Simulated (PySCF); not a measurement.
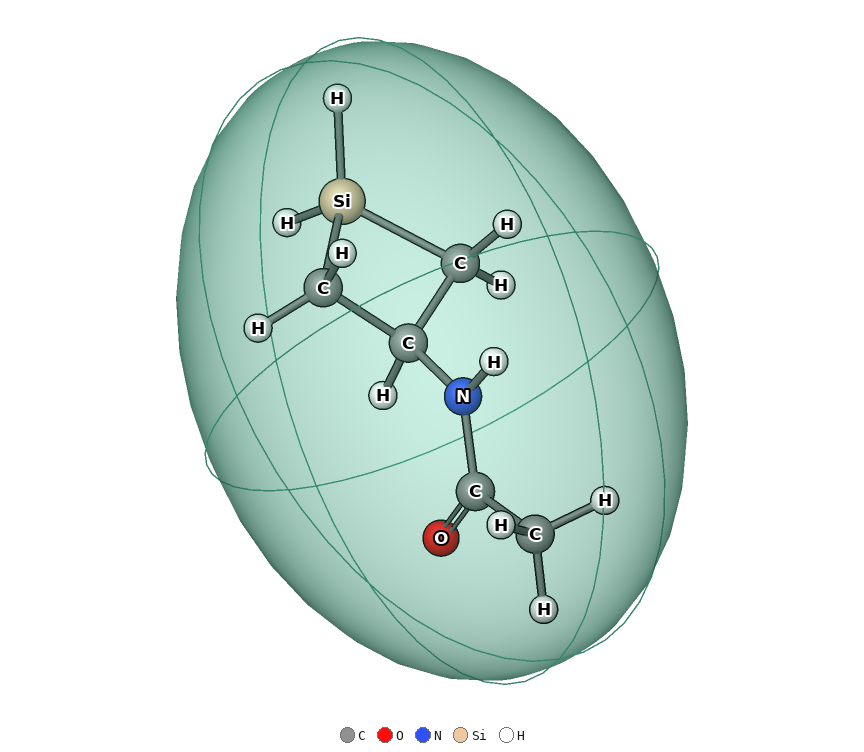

The ellipsoid shows the static dipole polarisability: its half-axes are proportional to the principal values. Computed geometry: PBE0-D3(BJ)/def2-SVP optimisation. No frequency run is at hand to confirm it as a minimum. Level of theory: PBE0/def2-SVPD in acetone (IEF-PCM) (PySCF 2.14.0).

> How large and how anisotropic is the polarisability?

Principal values 111.3, 125.2, 160.4 bohr³; mean 132.3 bohr³ (19.61 Å³); anisotropy 43.8 bohr³, so the longest axis is 1.44 times the shortest.
